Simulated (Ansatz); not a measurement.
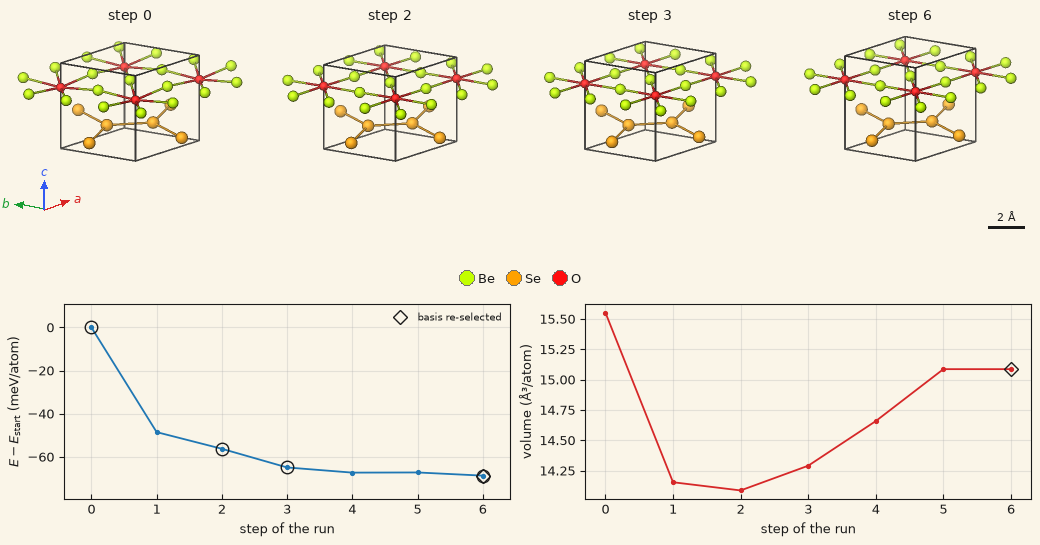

Frames of a relaxation of crystalline Be₃Se₂O (a generated structure, set up in P6mm) (coarse preliminary run), marked on the history of the run. Style: ball-and-stick. Shown: the cell of the calculation, from a free direction.

The calculation used Ansatz, DFT PBE, scalar-relativistic, plane waves, PAW.

Input
```yaml
crystal:
  lattice:
    - [4.52968851, 0.0, 0.0]
    - [-2.26484425, 3.92282532, 0.0]
    - [0.0, 0.0, 5.25143699]
  atoms:
    - { symbol: Be, position: [0.5, 0.0, 0.75614868] }
    - { symbol: Be, position: [0.0, 0.5, 0.75614868] }
    - { symbol: Be, position: [0.5, 0.5, 0.75614868] }
    - { symbol: Se, position: [0.33333333, 0.66666667, 0.24232201] }
    - { symbol: Se, position: [0.66666667, 0.33333333, 0.24232201] }
    - { symbol: O, position: [0.0, 0.0, 0.71557071] }
basis:
  ecutwfc: 420
kpoints:
  mp_grid: { grid: [6, 6, 4] }
hamiltonian:
  xc: pbe
scf:
  occupations: { method: gaussian, width: 0.1 }
  lower_state_search: "off"
output:
  forces: true
  stress: true
  eigenvalues: true
relax:
  adjacent_minimum: "off"
  f_tol: 0.04
  max_steps: 70
  cell: { stress_tol: 0.4 }
```

Launched with:
```bash
ansatz run input.yaml --threads 1 --pin off --max-ram 2560MiB --backend cpu --events-out ev --progress --plain --runs-dir out
```

Q: What happens along the run?

A: The largest move relative to the cell is that of O6, 0.17 Å along +c. By element the largest moves are O 0.17 Å, Be 0.07 Å, Se 0.02 Å. The drawn cell changes as follows: a = b 4.530 → 4.267 Å (−5.8 %), c 5.251 → 5.740 Å (+9.3 %); the volume changes by −3.0 %. Among the contacts that change: Se4–Se5 2.615 → 2.464 Å, Be1–O6 2.275 → 2.134 Å. The space group stays P6mm (No. 183). After 5 accepted moves (6 points after the start) the energy has fallen by 68.7 meV per atom. The largest force component goes from 0.68 to 0.024 eV/Å. The pressure goes from −6.60 to 0.21 GPa. The SCF was repeated once at an unchanged geometry on a basis and grid sized afresh for the cell, which shifted the energy by 1.5 meV per atom at most. From step 0 to 2: O6 moves most (0.16 Å), volume −9.4 %, energy −56.3 meV per atom. From step 2 to 3: O6 moves most (0.03 Å), volume +1.4 %, energy −8.7 meV per atom. From step 3 to 6: O6 moves most (0.02 Å), volume +5.6 %, energy −3.8 meV per atom.

```
step  E − E(0), meV/atom  largest force component, eV/Å  pressure, GPa  volume, Å³/atom                      note
   0                0.00                         0.6775          -6.60           15.552                          
   1              -48.52                         0.1731          -1.01           14.155                          
   2              -56.25                         0.0572           0.26           14.087                          
   3              -64.90                         0.0818           1.54           14.291                          
   4              -67.30                         0.0011           0.29           14.659                          
   5              -67.22                         0.0237           0.11           15.087                          
   6              -68.69                         0.0238           0.21           15.087  same geometry, new basis
```
